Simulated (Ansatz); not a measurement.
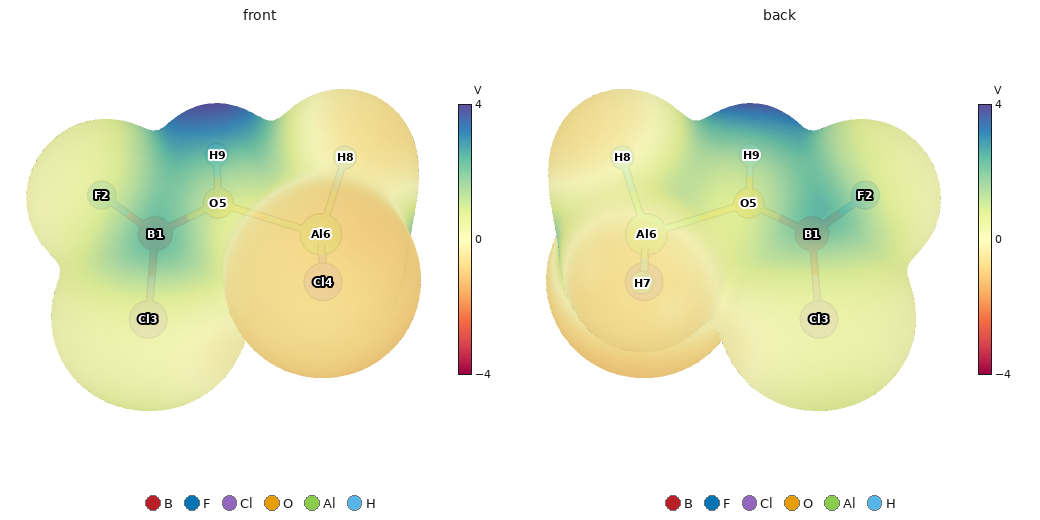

Figure 1: AlBCl₂FH₃O. The electrostatic potential painted on the density surface at 0.002 e/bohr³, seen from the front and from behind; the colour scale runs from red (negative) to blue (positive).

All numbers below come from RKS revPBE/def2-SVP (Ansatz).

```yaml
atoms:
  - { symbol: B, position_ang: [0.6165, -0.1940, 0.7123] }
  - { symbol: F, position_ang: [0.5989, 0.6231, 1.7644] }
  - { symbol: Cl, position_ang: [1.7243, 0.0281, -0.6156] }
  - { symbol: Cl, position_ang: [-2.0136, -1.3480, -2.0887] }
  - { symbol: O, position_ang: [-0.2783, -1.2653, 0.7022] }
  - { symbol: Al, position_ang: [-1.0129, -2.6818, -0.7190] }
  - { symbol: H, position_ang: [0.3392, -3.3582, -1.2297] }
  - { symbol: H, position_ang: [-1.9548, -3.3395, 0.4046] }
  - { symbol: H, position_ang: [-0.8506, -1.3011, 1.4976] }
```

Q: Where is the surface potential most negative and most positive?

A: The most negative region (about −1.0 V, or −23 kcal/mol for a unit charge) lies over Cl4, the most positive (about +3.8 V, or +88 kcal/mol for a unit charge) over H9. Cl3 shows a σ-hole: about +0.7 V, or +16 kcal/mol for a unit charge at the tip opposite its bond, against about +0.1 V on its flanks.
